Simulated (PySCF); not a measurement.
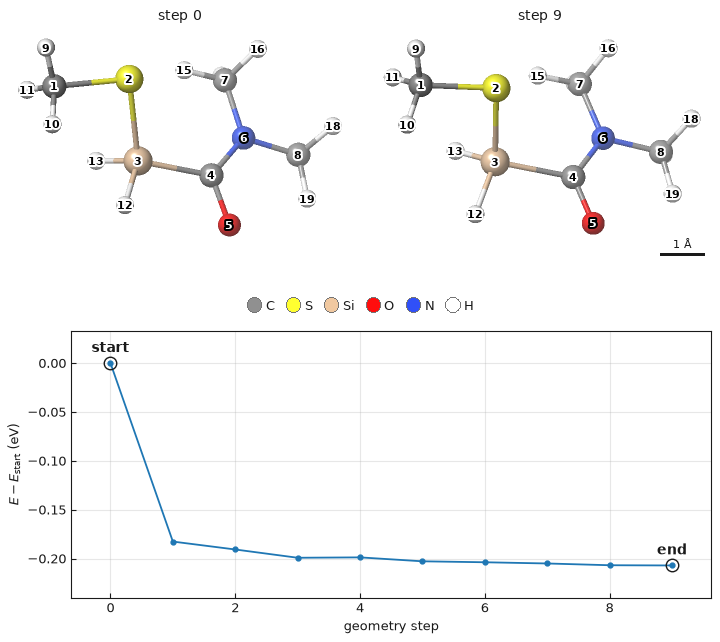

First and last geometry of a relaxation of C₄H₁₁NOSSi, with the history of the run. Style: ball-and-stick. Shown at a tilt.

The start comes from GFN2-xTB. Its atoms were then displaced at random by about 0.01 Å.

All numbers below come from PBE0-D3(BJ)/def2-SVP geometry optimisation, gas phase in PySCF 2.14.0, density-fitted response routines. 

Question: Read the history and describe the run.

Answer: It converged. The largest move after the best rigid fit is that of an H atom, 0.47 Å. By element the largest moves are H 0.47 Å, S 0.33 Å, O 0.19 Å, C 0.19 Å, Si 0.12 Å, N 0.01 Å. Some distances before and after: C–Si 1.860 → 1.931 Å, H–Si 1.454 → 1.500 Å, C–H 1.062 → 1.099 Å, C–S 1.845 → 1.822 Å. Among the angles between lasting bonds that change: S–Si–C 114.4° → 108.2°, S–Si–H 106.3° → 111.2°, Si–C–N 125.6° → 121.1°. Over 9 geometry steps the energy falls by 0.207 eV. Cost: 110 s on 1 thread of Intel(R) Xeon(R) 6975P-C, on a shared host.
